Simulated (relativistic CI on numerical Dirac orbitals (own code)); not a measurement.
**Ne³⁺: one ion under different settings**

Aim: see what numerical and physical settings do to the SCF, the total energy and the lowest levels of Ne³⁺.

The numbers are computed with relativistic CI on numerical Dirac orbitals (own code) version 3 (Dirac-Coulomb-Breit CI, KLI orbitals optimised for each configuration, model QED (radiative potential, 1s self-energy scaled to tabulated hydrogen-like ionisation energies), numerical settings as typed), except any that are marked as measured or tabulated.

## Step 1: What is computed

- ion: Ne³⁺ (Ne IV)
- nuclear charge: 10
- electrons: 7
- isotope: A = 20

## Step 2: The usual input

Settings of the run:

```ini
atom Ne  Z=10  charge=3  electrons=7
nucleus A=20  rms_radius_fm=3.0055
hamiltonian dirac-coulomb  breit=on  qed=on  c_scale=1
orbitals kli  potential=per-configuration
slater_scale 1
correlation none
mixing on
grid step=0.0125 r_max=19.8
scf mixing=0.4 start=green max_iterations=150 tolerance=2e-08 node_fill=0.05
configurations
  [He] 2s2 2p3
end
```

The run is started by

```
$ python run_levels.py task.json out
```

task.json lists these runs, among others, and the program works through them in turn.

From the run's result record (rounded, not every field):

```text
{
  "status": "converged",
  "levels [i, E_cm, J2, conf, term, w_term, w_jj]": [
    [0, 0, 3, "2p3", "4S*", 0.9999, 0.5551],
    [1, 44546.58, 5, "2p3", "2D*", 1, 1],
    [2, 44599.684, 3, "2p3", "2D*", 0.9993, 0.4448],
    [3, 74362.94, 1, "2p3", "2P*", 1, 1],
    [4, 74382.214, 3, "2p3", "2P*", 0.9993, 0.5251]
  ],
  "total_energy [Ha]": -124.22001379,
  "n_levels_all": 5,
  "overlap": 1.28532e-15,
  "scf_iterations": [10],
  "orbital_energies [Ha]": {"1s": -34.2193, "2s": -4.32579, "2p1/2": -3.48423, "2p3/2": -3.47853},
  "configurations [conf, odd, states, E_av_Ha, breit_Ha, qed_Ha]": [
    ["2p3", 1, 20, -124.0434608, 0.01581, 0.01084]
  ],
  "scf_steps of the first configuration [iteration, E_Ha, residual, outer_eigenvalue_Ha]": [
    [1, -122.7104873, 0.964, -5.187],
    [2, -123.7085981, 0.488, -4.25],
    [3, -124.0426519, 0.0117, -3.46],
    [4, -124.0434217, 0.00885, -3.49],
    [5, -124.0434611, 0.000278, -3.479],
    [6, -124.0434617, 0.000182, -3.479],
    [7, -124.0434608, 3.38e-06, -3.479],
    [8, -124.0434608, 4.95e-08, -3.479],
    [9, -124.0434608, 2.62e-08, -3.479],
    [10, -124.0434608, 3.18e-11, -3.479]
  ]
}
```

Wall time 0.042 s (1 thread, shared host).

## Step 3: Slater scale 0.5, end of the grid 29.7

The settings differ from step 2 so:

```diff
@@ -4,6 +4,6 @@
 orbitals kli  potential=per-configuration
-slater_scale 1
+slater_scale 0.5
 correlation none
 mixing on
-grid step=0.0125 r_max=19.8
+grid step=0.0125 r_max=29.7
 scf mixing=0.4 start=green max_iterations=150 tolerance=2e-08 node_fill=0.05
```

Main fields:

```text
{
  "status": "converged",
  "levels [i, E_cm, J2, conf, term, w_term]": [
    [0, 0, 3, "2p3", "4S*", 0.9997],
    [1, 22257.658, 5, "2p3", "2D*", 1],
    [2, 22292.599, 3, "2p3", "2D*", 0.9974],
    [3, 37213.36, 1, "2p3", "2P*", 1],
    [4, 37254.939, 3, "2p3", "2P*", 0.9971]
  ],
  "total_energy [Ha]": -124.11845709,
  "n_levels_all": 5,
  "overlap": 9.66722e-16,
  "scf_iterations": [10],
  "orbital_energies [Ha]": {"1s": -34.2193, "2s": -4.32579, "2p1/2": -3.48423, "2p3/2": -3.47853},
  "configurations [conf, odd, states, E_av_Ha, breit_Ha, qed_Ha]": [
    ["2p3", 1, 20, -124.0434608, 0.01581, 0.01084]
  ],
  "scf_steps of the first configuration [iteration, E_Ha, residual, outer_eigenvalue_Ha]": [
    [1, -122.7104873, 0.964, -5.187],
    [2, -123.7085981, 0.488, -4.25],
    [3, -124.042652, 0.0117, -3.46],
    [4, -124.0434217, 0.00885, -3.49],
    [5, -124.0434611, 0.000278, -3.479],
    [6, -124.0434617, 0.000182, -3.479],
    [7, -124.0434608, 3.38e-06, -3.479],
    [8, -124.0434608, 4.94e-08, -3.479],
    [9, -124.0434608, 2.62e-08, -3.479],
    [10, -124.0434608, 3.17e-11, -3.479]
  ]
}
```

It took 0.043 s on 1 thread, shared host.

## Step 4: Tolerance 1e-10

Settings of the run:

```ini
atom Ne  Z=10  charge=3  electrons=7
nucleus A=20  rms_radius_fm=3.0055
hamiltonian dirac-coulomb  breit=on  qed=on  c_scale=1
orbitals kli  potential=per-configuration
slater_scale 1
correlation none
mixing on
grid step=0.0125 r_max=19.8
scf mixing=0.4 start=green max_iterations=150 tolerance=1e-10 node_fill=0.05
configurations
  [He] 2s2 2p3
end
```

Main fields:

```text
{
  "status": "converged",
  "levels [i, E_cm, J2, conf, term, w_term]": [
    [0, 0, 3, "2p3", "4S*", 0.9999],
    [1, 44546.58, 5, "2p3", "2D*", 1],
    [2, 44599.684, 3, "2p3", "2D*", 0.9993],
    [3, 74362.94, 1, "2p3", "2P*", 1],
    [4, 74382.214, 3, "2p3", "2P*", 0.9993]
  ],
  "total_energy [Ha]": -124.22001379,
  "n_levels_all": 5,
  "overlap": 1.28532e-15,
  "scf_iterations": [10],
  "orbital_energies [Ha]": {"1s": -34.2193, "2s": -4.32579, "2p1/2": -3.48423, "2p3/2": -3.47853},
  "configurations [conf, odd, states, E_av_Ha, breit_Ha, qed_Ha]": [
    ["2p3", 1, 20, -124.0434608, 0.01581, 0.01084]
  ],
  "scf_steps of the first configuration [iteration, E_Ha, residual, outer_eigenvalue_Ha]": [
    [1, -122.7104873, 0.964, -5.187],
    [2, -123.7085981, 0.488, -4.25],
    [3, -124.0426519, 0.0117, -3.46],
    [4, -124.0434217, 0.00885, -3.49],
    [5, -124.0434611, 0.000278, -3.479],
    [6, -124.0434617, 0.000182, -3.479],
    [7, -124.0434608, 3.38e-06, -3.479],
    [8, -124.0434608, 4.95e-08, -3.479],
    [9, -124.0434608, 2.62e-08, -3.479],
    [10, -124.0434608, 3.18e-11, -3.479]
  ]
}
```

Wall time 0.043 s (1 thread, shared host).

## Step 5: Grid step 0.04

The settings differ from step 4 so:

```diff
@@ -7,4 +7,4 @@
 mixing on
-grid step=0.0125 r_max=19.8
-scf mixing=0.4 start=green max_iterations=150 tolerance=1e-10 node_fill=0.05
+grid step=0.04 r_max=19.8
+scf mixing=0.4 start=green max_iterations=150 tolerance=2e-08 node_fill=0.05
 configurations
```

Main fields:

```text
{
  "status": "converged",
  "levels [i, E_cm, J2, conf, term, w_term]": [
    [0, 0, 3, "2p3", "4S*", 0.9999],
    [1, 44546.568, 5, "2p3", "2D*", 1],
    [2, 44599.671, 3, "2p3", "2D*", 0.9993],
    [3, 74362.919, 1, "2p3", "2P*", 1],
    [4, 74382.193, 3, "2p3", "2P*", 0.9993]
  ],
  "total_energy [Ha]": -124.21996468,
  "n_levels_all": 5,
  "overlap": 1.41671e-11,
  "scf_iterations": [10],
  "orbital_energies [Ha]": {"1s": -34.2193, "2s": -4.32579, "2p1/2": -3.48423, "2p3/2": -3.47853},
  "configurations [conf, odd, states, E_av_Ha, breit_Ha, qed_Ha]": [
    ["2p3", 1, 20, -124.0434119, 0.01581, 0.01084]
  ],
  "scf_steps of the first configuration [iteration, E_Ha, residual, outer_eigenvalue_Ha]": [
    [1, -122.7104391, 0.964, -5.187],
    [2, -123.7085495, 0.488, -4.25],
    [3, -124.0426969, 0.0108, -3.462],
    [4, -124.0433772, 0.00805, -3.488],
    [5, -124.0434116, 0.00033, -3.479],
    [6, -124.0434128, 0.000183, -3.479],
    [7, -124.0434119, 3.23e-06, -3.479],
    [8, -124.0434119, 1.3e-07, -3.479],
    [9, -124.0434119, 2.36e-08, -3.479],
    [10, -124.0434119, 1.11e-10, -3.479]
  ]
}
```

It took 0.019 s on 1 thread, shared host.

## Step 6: Iteration limit 20, tolerance 1e-06, node fill 0.01

The settings differ from step 5 so:

```diff
@@ -7,4 +7,4 @@
 mixing on
-grid step=0.04 r_max=19.8
-scf mixing=0.4 start=green max_iterations=150 tolerance=2e-08 node_fill=0.05
+grid step=0.0125 r_max=19.8
+scf mixing=0.4 start=green max_iterations=20 tolerance=1e-06 node_fill=0.01
 configurations
```

Main fields:

```text
{
  "status": "converged",
  "levels [i, E_cm, J2, conf, term, w_term]": [
    [0, 0, 3, "2p3", "4S*", 0.9999],
    [1, 44591.465, 5, "2p3", "2D*", 1],
    [2, 44644.942, 3, "2p3", "2D*", 0.9994],
    [3, 74438.207, 1, "2p3", "2P*", 1],
    [4, 74457.342, 3, "2p3", "2P*", 0.9993]
  ],
  "total_energy [Ha]": -124.22015198,
  "n_levels_all": 5,
  "overlap": 3.01501e-16,
  "scf_iterations": [8],
  "orbital_energies [Ha]": {"1s": -34.2583, "2s": -4.32881, "2p1/2": -3.48889, "2p3/2": -3.48316},
  "configurations [conf, odd, states, E_av_Ha, breit_Ha, qed_Ha]": [
    ["2p3", 1, 20, -124.0434123, 0.01582, 0.01085]
  ],
  "scf_steps of the first configuration [iteration, E_Ha, residual, outer_eigenvalue_Ha]": [
    [1, -122.7104873, 0.958, -5.187],
    [2, -123.7054784, 0.485, -4.253],
    [3, -124.0428373, 0.0118, -3.464],
    [4, -124.0433067, 0.00874, -3.494],
    [5, -124.0434126, 0.000261, -3.484],
    [6, -124.0434113, 0.000178, -3.484],
    [7, -124.0434122, 2.29e-06, -3.483],
    [8, -124.0434123, 5.7e-08, -3.483]
  ]
}
```

Wall time 0.04 s (1 thread, shared host).

## Step 7: Speed-of-light factor 0.4

Settings of the run:

```ini
atom Ne  Z=10  charge=3  electrons=7
nucleus A=20  rms_radius_fm=3.0055
hamiltonian dirac-coulomb  breit=on  qed=on  c_scale=0.4
orbitals kli  potential=per-configuration
slater_scale 1
correlation none
mixing on
grid step=0.0125 r_max=19.8
scf mixing=0.4 start=green max_iterations=93 tolerance=2e-08 node_fill=0.05
configurations
  [He] 2s2 2p3
end
```

Main fields:

```text
{
  "status": "converged",
  "levels [i, E_cm, J2, conf, term, w_term]": [
    [0, 0, 3, "2p3", "4S*", 0.9966],
    [1, 44211.737, 3, "2p3", "2D*", 0.9765],
    [2, 44485.782, 5, "2p3", "2D*", 1],
    [3, 74749.259, 1, "2p3", "2P*", 1],
    [4, 75708.294, 3, "2p3", "2P*", 0.9734]
  ],
  "total_energy [Ha]": -124.91699784,
  "n_levels_all": 5,
  "overlap": 7.70794e-15,
  "scf_iterations": [10],
  "orbital_energies [Ha]": {"1s": -34.4397, "2s": -4.36102, "2p1/2": -3.50481, "2p3/2": -3.46877},
  "configurations [conf, odd, states, E_av_Ha, breit_Ha, qed_Ha]": [
    ["2p3", 1, 20, -124.8259568, 0.09958, 0.01353]
  ],
  "scf_steps of the first configuration [iteration, E_Ha, residual, outer_eigenvalue_Ha]": [
    [1, -123.4403496, 0.983, -5.2],
    [2, -124.4785732, 0.497, -4.249],
    [3, -124.8250639, 0.0125, -3.449],
    [4, -124.8259095, 0.00907, -3.48],
    [5, -124.8259574, 0.0003, -3.469],
    [6, -124.8259577, 0.000188, -3.469],
    [7, -124.8259568, 3.62e-06, -3.469],
    [8, -124.8259568, 9.65e-08, -3.469],
    [9, -124.8259568, 2.97e-08, -3.469],
    [10, -124.8259568, 2.58e-11, -3.469]
  ]
}
```

Wall time 0.043 s (1 thread, shared host).

This setting is unsound; the numbers are not properties of the ion.

With a scaled speed of light this is not the real ion; the QED potentials keep the true α and change only through the orbitals.

## Step 8: Comparison

| setting | total energy less usual (Ha) | largest shift of a level among the lowest eight of both runs, same label and place (cm⁻¹) | SCF iterations | time | lowest level | kind of change |
| --- | --- | --- | --- | --- | --- | --- |
| usual | 0 | 0 | 10 | 0.042 s | 2p3 4S°3/2 | - |
| Slater scale 0.5, end of the grid 29.7 | 0.102 | 37100 | 10 | 0.043 s | 2p3 4S°3/2 | model term |
| tolerance 1e-10 | 0 | 0 | 10 | 0.043 s | 2p3 4S°3/2 | numerical |
| grid step 0.04 | 4.91e-05 | 0.0215 | 10 | 0.019 s | 2p3 4S°3/2 | numerical |
| iteration limit 20, tolerance 1e-06, node fill 0.01 | -0.000138 | 75.3 | 8 | 0.04 s | 2p3 4S°3/2 | numerical |
| speed-of-light factor 0.4 | -0.697 | 1330 | 10 | 0.043 s | 2p3 4S°3/2 | unsound |

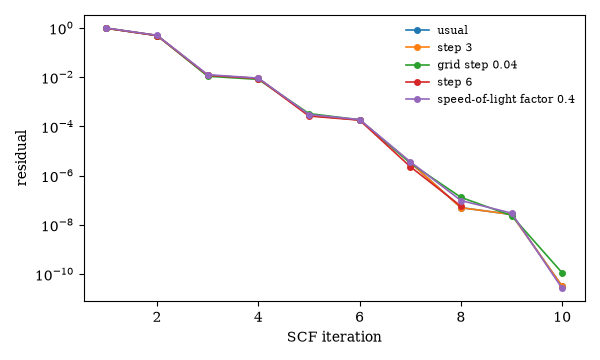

Residual of the first configuration's SCF.

## Step 9: What came out

| quantity | value |
| --- | --- |
| lowest level, usual settings | 2p3 4S°3/2 |
| total energy | -124.2200 Ha |
| first excitation | 44547 cm⁻¹ |

Among the runs whose levels can be followed, they move most under «Slater scale 0.5, end of the grid 29.7» (model term), by up to 37100 cm⁻¹. No visible change in the result comes from «tolerance 1e-10». Only the listed configurations are in the model. Near neutrality, missing correlation can shift configurations against each other by thousands of cm⁻¹.
